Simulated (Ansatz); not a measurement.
Run report: Si₄H₁₀, geometry relaxation (part 1 of 2)

The run: geometry relaxation of Si₄H₁₀. Method and program: RKS PBE0-D4/def2-TZVP (Ansatz 0.2.0).

Figures and captions count atoms from 1; the log counts them from 0 in places.

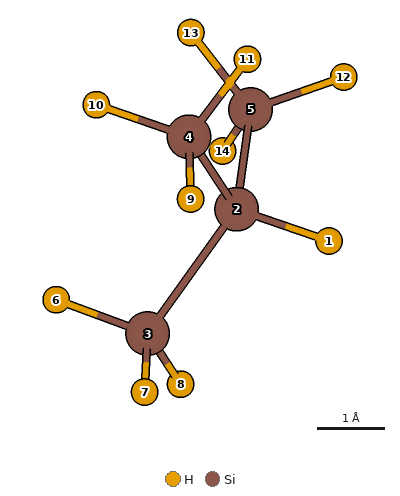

Figure 1. The starting structure (ball-and-stick view, seen at an oblique angle; atoms are numbered from 1 in the order of the input). Bond lengths as drawn: H–Si 1.48 to 1.52 Å and Si–Si 2.34 Å.

**Input file**
```yaml
crystal:
  periodic: [false, false, false]
  atoms:
    - {symbol: H, position_ang: [0.287480, 0.539850, -0.029724]}
    - {symbol: Si, position_ang: [0.763653, -0.897408, -0.136625]}
    - {symbol: Si, position_ang: [-0.654900, -2.048989, -1.594261]}
    - {symbol: Si, position_ang: [2.889336, -0.644672, -1.082479]}
    - {symbol: Si, position_ang: [0.889048, -1.798570, 2.023205]}
    - {symbol: H, position_ang: [-0.092952, -3.417900, -1.751040]}
    - {symbol: H, position_ang: [-0.663519, -1.378538, -2.921116]}
    - {symbol: H, position_ang: [-2.034572, -2.134048, -1.057797]}
    - {symbol: H, position_ang: [2.799011, 0.070403, -2.383002]}
    - {symbol: H, position_ang: [3.473924, -1.993367, -1.308080]}
    - {symbol: H, position_ang: [3.774312, 0.119972, -0.164386]}
    - {symbol: H, position_ang: [0.906589, -0.701028, 3.021987]}
    - {symbol: H, position_ang: [2.173006, -2.549345, 2.110241]}
    - {symbol: H, position_ang: [-0.230122, -2.734728, 2.283335]}
basis:
  gaussian: {orbitals: def2-TZVP}
hamiltonian: {xc: pbe0, dispersion: d4}
relax: {f_tol: 0.005, max_steps: 200}
```

Launch command:
```bash
ansatz run in.yaml --threads 4 --pin off --events-out ev --progress --plain --max-ram 66560MiB --backend cuda --devices 0, --max-vram 37GiB
```

**What the program printed**
```
Functional definition: PBE0
  name "PBE0"
  cite "Adamo & Barone, J. Chem. Phys. 110, 6158 (1999) doi:10.1063/1.478522"
  cite "Perdew, Burke & Ernzerhof, Phys. Rev. Lett. 77, 3865 (1996) doi:10.1103/PhysRevLett.77.3865"
  parent pbe
  parameter a = 0.25
  parameter kappa = 0.804
  parameter beta = 0.06672455060314922
  exchange = (1 - a)*pbe_x(kappa = kappa, mu = beta*pi^2/3) + a*exact_x
  correlation = pbe_c(beta = beta)
1512 factors; their error is unknown
mean field evaluation 1: about -31659.7490 eV, gradient 1.4e1 eV
mean field evaluation 2: about -31660.3421 eV, gradient 6.3e0 eV
mean field evaluation 4: about -31660.4652 eV, gradient 4.9e-1 eV
mean field evaluation 8: about -31660.5965 eV, gradient 1.5e-1 eV
mean field -31660.59645936 eV, -1163.5054595585 hartree, gradient 2.6e-5 eV, S^2 0.000000; 0 other end points of the search recorded, 0 dependent functions left out
the calculation of the forces begins
reference -31660.59650457 eV, -1163.5054612198 hartree; 33, 33 occupied and 175, 175 virtual orbitals, 1512 factors
relax step   1: F+E_penalty+E_count = -31660.91604248 eV  Δ(F+E_penalty+E_count) = +0.000e0 eV  max|allowed force component| = 7.143e-1 eV/Å  Δτ_max = 0.0000 Å  (24 SCF iters, accepted)
these checks for a lower state are left out or cut short: starts, cluster_reference, orbital_swaps, neighbouring_geometries, increment
1512 factors; their error is unknown
mean field evaluation 16: about -31660.4482 eV, gradient 4.1e0 eV
mean field -31660.61129944 eV, -1163.5060049212 hartree, gradient 1.9e-5 eV, S^2 0.000000; 0 other end points of the search recorded, 0 dependent functions left out
[... from here on the field's lines of each further geometry are left out, up to the last ...]
relax step   2: F+E_penalty+E_count = -31660.93211962 eV  Δ(F+E_penalty+E_count) = -1.608e-2 eV  max|allowed force component| = 2.238e-1 eV/Å  Δτ_max = 0.1329 Å  (26 SCF iters, accepted)
relax step   3: F+E_penalty+E_count = -31660.95047691 eV  Δ(F+E_penalty+E_count) = -1.836e-2 eV  max|allowed force component| = 4.142e-2 eV/Å  Δτ_max = 0.0508 Å  (23 SCF iters, accepted)
relax step   4: F+E_penalty+E_count = -31660.95971314 eV  Δ(F+E_penalty+E_count) = -9.236e-3 eV  max|allowed force component| = 1.427e-2 eV/Å  Δτ_max = 0.1548 Å  (25 SCF iters, accepted)
relax step   5: F+E_penalty+E_count = -31660.96333727 eV  Δ(F+E_penalty+E_count) = -3.624e-3 eV  max|allowed force component| = 1.967e-1 eV/Å  Δτ_max = 0.1951 Å  (25 SCF iters, accepted)
relax step   6: F+E_penalty+E_count = -31660.96667480 eV  Δ(F+E_penalty+E_count) = -3.338e-3 eV  max|allowed force component| = 9.886e-2 eV/Å  Δτ_max = 0.0165 Å  (24 SCF iters, accepted)
relax step   7: F+E_penalty+E_count = -31660.97200926 eV  Δ(F+E_penalty+E_count) = -5.334e-3 eV  max|allowed force component| = 1.132e-2 eV/Å  Δτ_max = 0.1152 Å  (25 SCF iters, accepted)
relax step   8: F+E_penalty+E_count = -31660.97368723 eV  Δ(F+E_penalty+E_count) = -1.678e-3 eV  max|allowed force component| = 1.779e-1 eV/Å  Δτ_max = 0.1950 Å  (25 SCF iters, accepted)
relax step   9: F+E_penalty+E_count = -31660.97669633 eV  Δ(F+E_penalty+E_count) = -3.009e-3 eV  max|allowed force component| = 6.877e-2 eV/Å  Δτ_max = 0.0301 Å  (25 SCF iters, accepted)
relax step  10: F+E_penalty+E_count = -31660.97937471 eV  Δ(F+E_penalty+E_count) = -2.678e-3 eV  max|allowed force component| = 5.276e-3 eV/Å  Δτ_max = 0.0578 Å  (26 SCF iters, accepted)
relax step  11: F+E_penalty+E_count = -31660.98031044 eV  Δ(F+E_penalty+E_count) = -9.357e-4 eV  max|allowed force component| = 4.070e-2 eV/Å  Δτ_max = 0.0829 Å  (25 SCF iters, accepted)
relax step  12: F+E_penalty+E_count = -31660.98079226 eV  Δ(F+E_penalty+E_count) = -4.818e-4 eV  max|allowed force component| = 4.389e-2 eV/Å  Δτ_max = 0.0596 Å  (24 SCF iters, accepted)
relax step  13: F+E_penalty+E_count = -31660.98103456 eV  Δ(F+E_penalty+E_count) = -2.423e-4 eV  max|allowed force component| = 2.821e-2 eV/Å  Δτ_max = 0.0359 Å  (23 SCF iters, accepted)
relax step  14: F+E_penalty+E_count = -31660.98119109 eV  Δ(F+E_penalty+E_count) = -1.565e-4 eV  max|allowed force component| = 9.005e-3 eV/Å  Δτ_max = 0.0224 Å  (23 SCF iters, accepted)
relax step  15: F+E_penalty+E_count = -31660.98121357 eV  Δ(F+E_penalty+E_count) = -2.248e-5 eV  max|allowed force component| = 7.457e-3 eV/Å  Δτ_max = 0.0054 Å  (21 SCF iters, accepted)
relax step  16: F+E_penalty+E_count = -31660.98124009 eV  Δ(F+E_penalty+E_count) = -2.652e-5 eV  max|allowed force component| = 5.700e-3 eV/Å  Δτ_max = 0.0085 Å  (22 SCF iters, accepted)
relax step  17: F+E_penalty+E_count = -31660.98126269 eV  Δ(F+E_penalty+E_count) = -2.259e-5 eV  max|allowed force component| = 9.619e-3 eV/Å  Δτ_max = 0.0081 Å  (22 SCF iters, accepted)
relax step  18: F+E_penalty+E_count = -31660.98128636 eV  Δ(F+E_penalty+E_count) = -2.367e-5 eV  max|allowed force component| = 1.279e-2 eV/Å  Δτ_max = 0.0120 Å  (24 SCF iters, accepted)
relax step  19: F+E_penalty+E_count = -31660.98129555 eV  Δ(F+E_penalty+E_count) = -9.187e-6 eV  max|allowed force component| = 7.019e-3 eV/Å  Δτ_max = 0.0063 Å  (21 SCF iters, accepted)
the calculation of the forces begins
reference -31660.65858376 eV, -1163.5077425881 hartree; 33, 33 occupied and 175, 175 virtual orbitals, 1512 factors
relax step  20: F+E_penalty+E_count = -31660.98129892 eV  Δ(F+E_penalty+E_count) = -3.374e-6 eV  max|allowed force component| = 3.025e-3 eV/Å  Δτ_max = 0.0048 Å  (21 SCF iters, accepted)
```

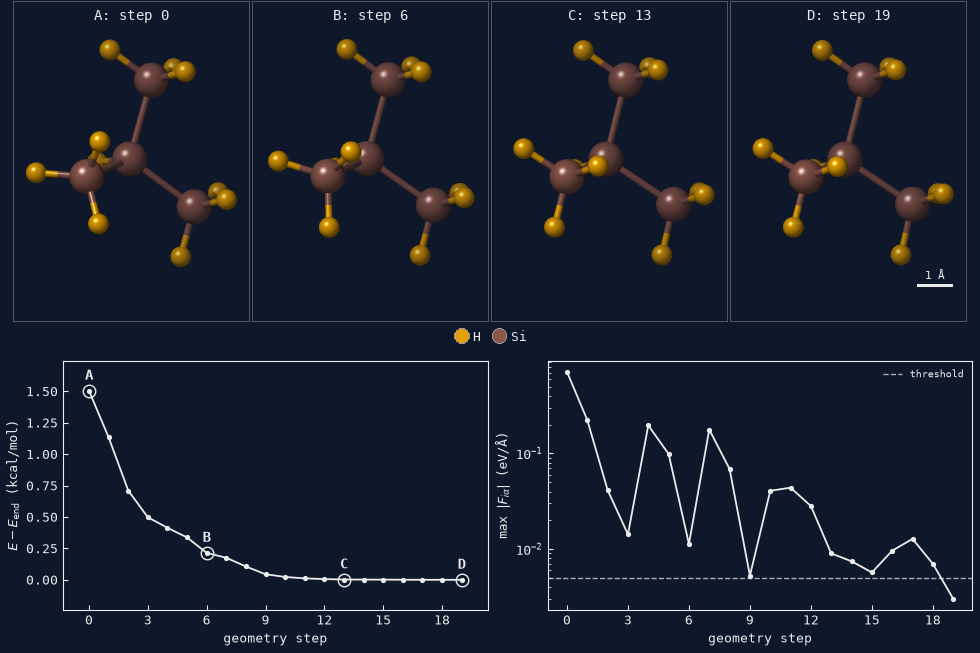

Figure 2. Frames of the relaxation (ball-and-stick view, seen at a tilt) above the curves, on which the letters mark them (the first geometry is step 0 here and step 1 in the log).

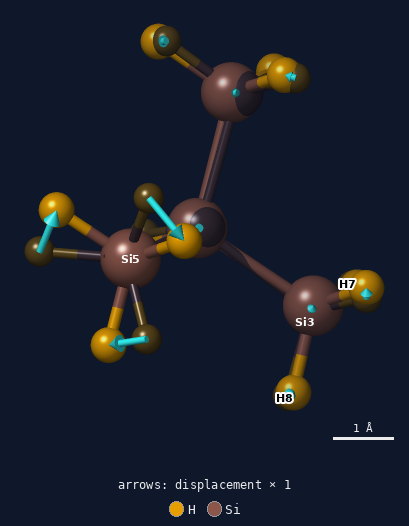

Figure 3. Start (faint) and end (solid) with the displacements as teal arrows, at true length (ball-and-stick view, seen at a tilt). The two geometries are laid on each other by the best rigid fit. The energy falls by 1.50 kcal/mol in 19 geometry steps. The largest force component goes from 0.71 to 0.003 eV/Å. The atom that moves furthest after the best rigid fit is H13 (0.94 Å). Largest moves by element: H 0.94 Å, Si 0.13 Å. Among the contacts that change: H1–Si2 1.518 → 1.492 Å, Si3–H8 1.483 → 1.488 Å. Among the angles that change: H1–Si2–Si4 102.2° → 109.3°, Si3–Si2–Si5 114.7° → 109.6°, H12–Si5–H14 111.0° → 108.8°. (Atoms are counted from 1 in the order of the input.)

```
1512 factors; their error is unknown
mean field -31660.65853837 eV, -1163.5077409201 hartree, gradient 9.0e-6 eV, S^2 0.000000; 1 other end points of the search recorded, 0 dependent functions left out
the calculation of the forces begins
reference -31660.65858376 eV, -1163.5077425881 hartree; 33, 33 occupied and 175, 175 virtual orbitals, 1512 factors
Total energy: -31660.98134431 eV, -1163.5196038194 hartree
Atom 0 at     0.073272     0.540180    -0.013268 Å, force    -0.000558    -0.000920     0.000880 eV/Å
Atom 1 at     0.725823    -0.794977    -0.151052 Å, force     0.000570    -0.000228    -0.002769 eV/Å
Atom 2 at    -0.546528    -2.135194    -1.582123 Å, force    -0.001226    -0.000583     0.000225 eV/Å
Atom 3 at     2.871164    -0.519651    -1.036761 Å, force     0.001628    -0.000273     0.000832 eV/Å
Atom 4 at     0.868070    -1.809111     1.949939 Å, force    -0.001757    -0.001788     0.003025 eV/Å
Atom 5 at     0.107575    -3.464975    -1.715791 Å, force    -0.000573     0.000985     0.000013 eV/Å
Atom 6 at    -0.649687    -1.518701    -2.932261 Å, force     0.000364     0.000163     0.001004 eV/Å
Atom 7 at    -1.917937    -2.332706    -1.040083 Å, force     0.000358    -0.000247    -0.000751 eV/Å
Atom 8 at     2.811220     0.119294    -2.379100 Å, force    -0.000539    -0.000680     0.001647 eV/Å
Atom 9 at     3.517670    -1.852828    -1.173567 Å, force     0.000153     0.001416    -0.000166 eV/Å
Atom 10 at     3.707729     0.324562    -0.141701 Å, force    -0.000105    -0.000716    -0.001200 eV/Å
Atom 11 at     1.678958    -0.981398     2.883177 Å, force    -0.000429    -0.000080    -0.000875 eV/Å
Atom 12 at     1.518889    -3.139626     1.807210 Å, force    -0.000748     0.002182    -0.000346 eV/Å
Atom 13 at    -0.485924    -2.003237     2.535639 Å, force     0.002863     0.000769    -0.001519 eV/Å
Dipole moment:    -0.014058     0.029278     0.002980 e Å
```

**Trajectory as extended XYZ (Å, eV, eV/Å), 20 frames, from step=1 to step=20**
```
14
Properties=species:S:1:pos:R:3:forces:R:3 step=1 energy=-31660.91604
H     0.2875    0.5399   -0.0297   -0.0361  -0.3772   0.0264
Si    0.7637   -0.8974   -0.1366   -0.1087   0.7143  -0.0549
Si   -0.6549   -2.0490   -1.5943    0.2644  -0.0175   0.0760
Si    2.8893   -0.6447   -1.0825   -0.0880  -0.2169   0.0683
Si    0.8890   -1.7986    2.0232    0.2345  -0.0246  -0.2449
H    -0.0930   -3.4179   -1.7510   -0.0887  -0.0389  -0.0434
H    -0.6635   -1.3785   -2.9211   -0.0433  -0.0059  -0.0081
H    -2.0346   -2.1340   -1.0578   -0.0685  -0.0130   0.0013
H     2.7990    0.0704   -2.3830    0.0001   0.0071  -0.0043
H     3.4739   -1.9934   -1.3081    0.0904   0.0162  -0.0377
H     3.7743    0.1200   -0.1644    0.0160   0.0096  -0.0007
H     0.9066   -0.7010    3.0220   -0.0429  -0.0103   0.0575
H     2.1730   -2.5493    2.1102   -0.0523  -0.0295   0.0875
H    -0.2301   -2.7347    2.2833   -0.0769  -0.0134   0.0771
14
Properties=species:S:1:pos:R:3:forces:R:3 step=2 energy=-31660.93212
H     0.1617    0.5674    0.0033    0.1433  -0.2161  -0.0496
Si    0.7428   -0.8147   -0.1420    0.0237  -0.0724   0.0283
Si   -0.6245   -2.0447   -1.5856   -0.0175  -0.0247  -0.0088
Si    2.8887   -0.6840   -1.0711   -0.0135   0.2238  -0.0300
Si    0.9196   -1.7905    1.9855   -0.0205   0.0034   0.0365
H    -0.1148   -3.4319   -1.7737    0.0455   0.0497   0.0464
H    -0.6597   -1.3785   -2.9146   -0.0128   0.0053  -0.0231
H    -2.0100   -2.1309   -1.0568   -0.0436   0.0100   0.0149
H     2.7932    0.0415   -2.3660    0.0583   0.0023  -0.0355
H     3.5258   -2.0068   -1.3202   -0.1445  -0.0224   0.0647
H     3.7708    0.0916   -0.1582    0.0372   0.0017  -0.0033
H     0.9173   -0.7102    3.0053    0.0158   0.0152   0.0460
H     2.1826   -2.5680    2.1325   -0.0252   0.0348  -0.0775
H    -0.2132   -2.7085    2.2719   -0.0463  -0.0105  -0.0090
14
Properties=species:S:1:pos:R:3:forces:R:3 step=3 energy=-31660.95048
H     0.2029    0.5403   -0.0091   -0.0027  -0.0405  -0.0020
Si    0.7561   -0.8422   -0.1427    0.0193   0.0376  -0.0049
Si   -0.6325   -2.0478   -1.5838    0.0232  -0.0213  -0.0030
Si    2.8927   -0.6576   -1.0786   -0.0107   0.0414  -0.0006
Si    0.9065   -1.7942    1.9954    0.0218  -0.0058  -0.0078
H    -0.1072   -3.4293   -1.7584    0.0019   0.0067   0.0087
H    -0.6662   -1.3828   -2.9143   -0.0104  -0.0068  -0.0082
H    -2.0193   -2.1310   -1.0531   -0.0024   0.0052   0.0117
H     2.8135    0.0597   -2.3802    0.0148  -0.0073  -0.0038
H     3.4935   -1.9994   -1.3107   -0.0392   0.0002   0.0196
H     3.7851    0.1094   -0.1676    0.0094  -0.0061  -0.0021
H     0.9122   -0.7140    3.0173    0.0074  -0.0037   0.0124
H     2.1724   -2.5675    2.1192   -0.0148  -0.0076  -0.0107
H    -0.2295   -2.7120    2.2768   -0.0177   0.0080  -0.0094
14
Properties=species:S:1:pos:R:3:forces:R:3 step=4 energy=-31660.95971
H     0.1722    0.5454   -0.0082   -0.0143   0.0006   0.0005
Si    0.7555   -0.8211   -0.1485   -0.0024   0.0112  -0.0001
Si   -0.6167   -2.0629   -1.5750    0.0081  -0.0057  -0.0045
Si    2.8928   -0.6227   -1.0725    0.0059   0.0045   0.0024
Si    0.9000   -1.7986    1.9765    0.0083  -0.0045  -0.0006
H    -0.0771   -3.4415   -1.7232    0.0041  -0.0014   0.0059
H    -0.6673   -1.4268   -2.9191   -0.0040  -0.0058  -0.0043
H    -1.9998   -2.1492   -1.0338    0.0043   0.0005   0.0056
H     2.8319    0.0754   -2.3848    0.0037   0.0016  -0.0031
H     3.4788   -1.9747   -1.2796   -0.0137  -0.0018   0.0056
H     3.7862    0.1448   -0.1635    0.0052   0.0034   0.0010
H     1.0319   -0.7382    3.0111    0.0119  -0.0046   0.0050
H     2.0959   -2.6811    2.0471   -0.0083  -0.0101  -0.0080
H    -0.3039   -2.6171    2.2839   -0.0088   0.0121  -0.0053
14
Properties=species:S:1:pos:R:3:forces:R:3 step=5 energy=-31660.96334
H     0.1289    0.5547   -0.0075    0.0040   0.0031  -0.0002
Si    0.7518   -0.7934   -0.1548   -0.0249  -0.0085   0.0043
Si   -0.5967   -2.0811   -1.5654    0.0024   0.0027  -0.0086
Si    2.8928   -0.5842   -1.0631    0.0127  -0.0140  -0.0071
Si    0.8929   -1.8029    1.9539    0.0457  -0.0884   0.1543
H    -0.0373   -3.4554   -1.6801    0.0022   0.0072   0.0026
H    -0.6671   -1.4814   -2.9264    0.0050  -0.0090   0.0166
H    -1.9751   -2.1737   -1.0123    0.0054  -0.0040  -0.0031
H     2.8491    0.0940   -2.3864   -0.0011   0.0043   0.0021
H     3.4658   -1.9456   -1.2444    0.0017   0.0060  -0.0025
H     3.7852    0.1872   -0.1568    0.0004   0.0079   0.0031
H     1.1869   -0.7714    3.0028   -0.0352  -0.1701  -0.1428
H     1.9968   -2.8221    1.9555   -0.1967   0.1634   0.0015
H    -0.3938   -2.4932    2.2953    0.1784   0.0994  -0.0203
14
Properties=species:S:1:pos:R:3:forces:R:3 step=6 energy=-31660.96667
H     0.1340    0.5552   -0.0089   -0.0002   0.0038  -0.0020
Si    0.7513   -0.7956   -0.1549   -0.0202   0.0048   0.0066
Si   -0.5980   -2.0796   -1.5671    0.0022  -0.0039  -0.0036
Si    2.8924   -0.5878   -1.0650    0.0101  -0.0067  -0.0002
Si    0.8918   -1.8007    1.9555    0.0241  -0.0602   0.0989
H    -0.0379   -3.4533   -1.6833    0.0026   0.0031   0.0019
H    -0.6653   -1.4775   -2.9267    0.0028  -0.0051   0.0088
H    -1.9770   -2.1736   -1.0161    0.0038  -0.0024  -0.0027
H     2.8473    0.0940   -2.3866   -0.0030   0.0014   0.0020
H     3.4664   -1.9482   -1.2498    0.0020   0.0042  -0.0020
H     3.7847    0.1835   -0.1582   -0.0004   0.0033   0.0018
H     1.1750   -0.7777    3.0059   -0.0070  -0.0694  -0.0776
H     1.9968   -2.8071    1.9625   -0.0933   0.0713  -0.0102
H    -0.3813   -2.4999    2.3030    0.0765   0.0556  -0.0219
```
